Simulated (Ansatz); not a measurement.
A series of calculations on SiH5OCl

### Relaxation

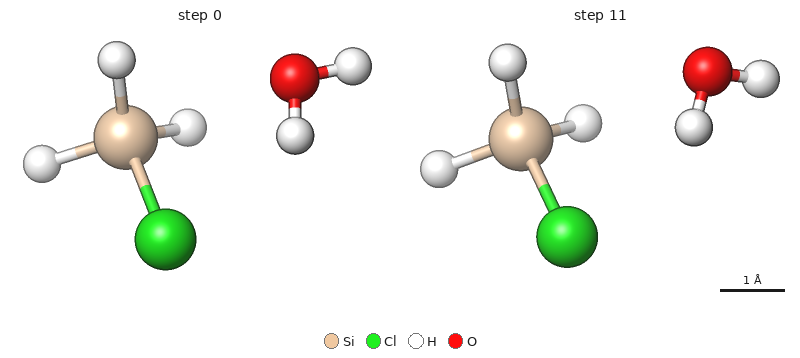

The structure of SiH5OCl before (left) and after (right) a relaxation, at one scale.

Style: ball-and-stick. Shown at a tilt.

The run prepares an end point of a later path (reaction) calculation, from a guessed geometry.

These are results of RKS B3LYP/def2-TZVP in Ansatz 0.2.0, not measurements. (no spin polarisation; force threshold 0.03 eV/Å; at most 50 steps)

### What changed between the two?

The O atom moves most after the best rigid fit: 0.26 Å. By element the largest moves are O 0.26 Å, H 0.25 Å, Si 0.08 Å, Cl 0.08 Å. Among the contacts that change: Cl–Si 2.116 → 2.083 Å. The energy falls by 0.022 eV in 8 accepted moves (11 points after the start). Largest force component: 0.4 eV/Å at the start, 0.0033 eV/Å at the end. The line search rejected the trial steps at points 1, 5, 7 of the run. The forces were under the threshold at step 6, but the run went on from there. Cost: 26 s on 4 threads of Arm Neoverse N1 (shared host), peak memory 0.24 GiB.

Limits of the set-up: the start holds two separate molecules, 2.6 Å apart at their closest, whose relative position is a soft coordinate and is computed without a dispersion correction.

### Relaxation

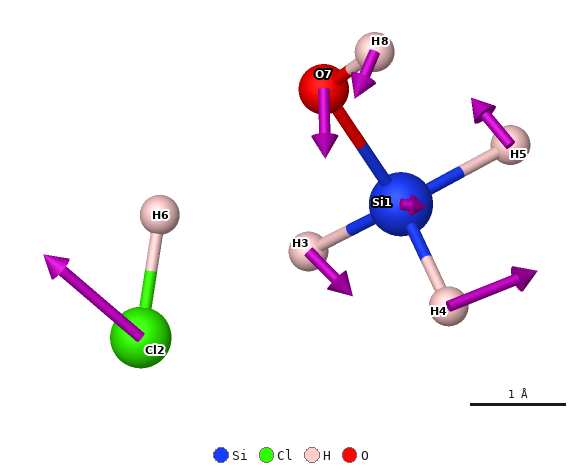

A relaxation of SiH$_{5}$OCl. The starting structure is drawn; purple arrows show the displacements, at their true length. The two geometries are superimposed by the best rigid fit.

Style: ball-and-stick. Shown at a tilt.

The run prepares an end point of a later path (reaction) calculation, from a guessed geometry.

Theory: RKS B3LYP/def2-TZVP in Ansatz. Settings: no spin polarisation; force threshold 0.03 eV/Å; at most 50 steps.

> Describe the change and its energy.

Over 17 geometry steps the energy falls by 4.53 kcal/mol. The largest force component goes from 1.2 to 0.026 eV/Å. The forces were under the threshold at step 12, but the run went on from there. The largest move after the best rigid fit is that of Cl2, 1.38 Å. By element the largest moves are Cl 1.38 Å, H 1.07 Å, O 0.75 Å, Si 0.28 Å. Near-neighbour distances that change, for instance: Si1–O7 1.725 → 1.667 Å, Cl2–H6 1.308 → 1.299 Å, Si1–H4 1.478 → 1.483 Å, Si1–H3 1.470 → 1.475 Å. Among the angles between lasting bonds that change: Si1–O7–H8 114.4° → 118.6°. The run took 38 s on 4 threads of Arm Neoverse N1 (shared host), peak memory 0.24 GiB.

Limits of the set-up: the start holds two separate molecules, 2.3 Å apart at their closest, whose relative position is a soft coordinate and is computed without a dispersion correction.

### Path

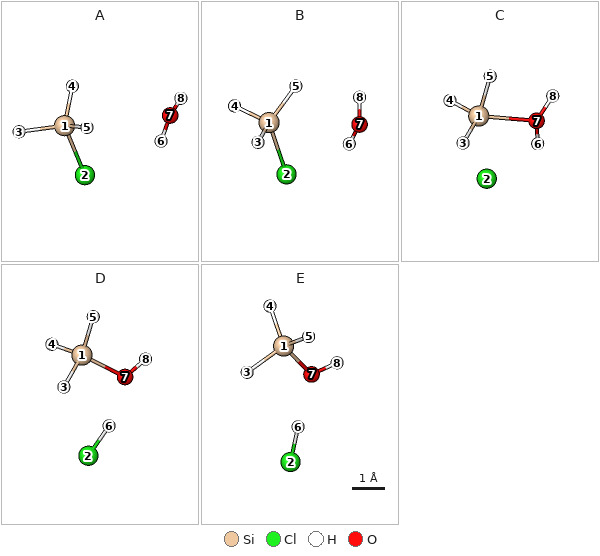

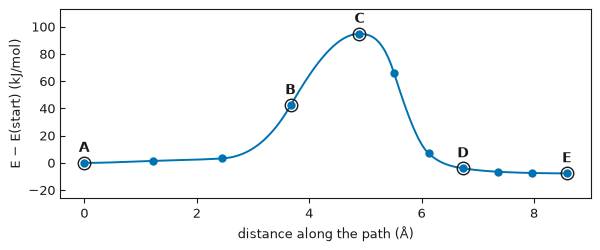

A search for the minimum-energy path of SiH₅OCl, made up at the start of SiH3Cl and H$_{2}$O by the nudged elastic band. Images are numbered from 0 (start) to 10 (end). Frames A to E are images 0, 3, 4, 7, 10. A ball-and-stick model, seen at a tilt.

All numbers below come from Ansatz, RKS B3LYP/def2-TZVP. Run with 9 movable images; climbing image; force threshold 0.03 eV/Å; iteration limit 60; starting path through a guess of the saddle point.

### Describe the mechanism and the energy profile.

The highest point, image 4, lies 94.8 kJ/mol above the start and 102.4 kJ/mol above the end; the end is at −7.7 kJ/mol relative to the start. Breaking: H6–O7 (0.96 → 1.00 at the top → 1.92 Å), Si1–Cl2 (2.08 → 2.45 at the top → 4.48 Å). Forming: Cl2–H6 (2.68 → 2.00 at the top → 1.30 Å), Si1–O7 (3.42 → 1.89 at the top → 1.67 Å). The band is converged. At the top, the vibrational analysis gives one imaginary mode (144i cm⁻¹), as a transition state must have.

Limits of the set-up: the start holds two separate molecules, 2.7 Å apart at their closest, whose relative position is a soft coordinate and is computed without a dispersion correction.
